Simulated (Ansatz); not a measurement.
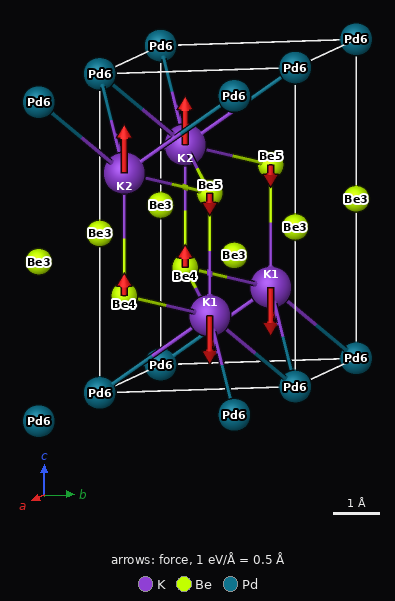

Starting geometry of crystalline K2Be3Pd (a generated structure, set up in P-3m1) (coarse preliminary run) with the computed forces as red arrows. Style: ball-and-stick. Shown: the cell of the calculation, repeated 2 × 1 × 1 with one cell outlined, slightly off an axis.

Method: Ansatz, DFT PBE, scalar-relativistic, plane waves, PAW. Set-up: plane-wave cutoff 420 eV; k-point mesh 6 × 6 × 4; occupations gaussian; smearing width 0.1 eV; no spin polarisation; cell and atoms relaxed; force threshold 0.04 eV/Å; at most 70 steps.

Q: Is this structure relaxed? If not, where do the atoms go?

A: It isn't relaxed: the largest force vector, on K atoms, is 2.25 eV/Å. The final displacements follow the starting forces only in part (cosine between the two patterns 0.65). Over 17 accepted moves (20 points after the start) the energy falls by 1045 meV per atom. Largest force component: 2.3 eV/Å at the start, 0.0011 eV/Å at the end. The pressure goes from 4.22 to 0.02 GPa. At 3 points the geometry stayed and the basis and grid were re-selected for the new cell (energy shift of 56.5 meV per atom at most each time). The largest moves relative to the cell, 1.48 Å, are those of Be4 and Be5. Be4 goes along +c. By element the largest moves are Be 1.48 Å, K 0.40 Å. Pd stays in place. Cell: a = b 4.433 → 3.714 Å (−16.2 %), c 7.144 → 10.826 Å (+51.5 %). Volume +6.4 %. Near-neighbour distances that change, for instance: Be4–Be5 3.274 → 2.149 Å, K1–Be4 2.654 → 3.640 Å, Be3–Be4 2.756 → 2.146 Å, K1–Be5 2.745 → 3.084 Å. New bonds form: Be3–Be4 (2.76 → 2.15 Å), Be3–Be5 (2.76 → 2.15 Å). Bonds break: K1–Be4 (2.65 → 3.64 Å), K2–Be5 (2.65 → 3.64 Å). Among the angles between lasting bonds that change: K1–Pd6–K2 90.8° → 109.5°, K1–Pd6–K1 89.2° → 70.5°, Pd6–K1–Pd6 89.2° → 70.5°. The space group stays P-3m1 (No. 164). The run took 4.6 min on 1 thread of Intel(R) Xeon(R) Processor @ 2.50GHz (Skylake/Cascade Lake), with other jobs on the host, peak memory 0.43 GiB.
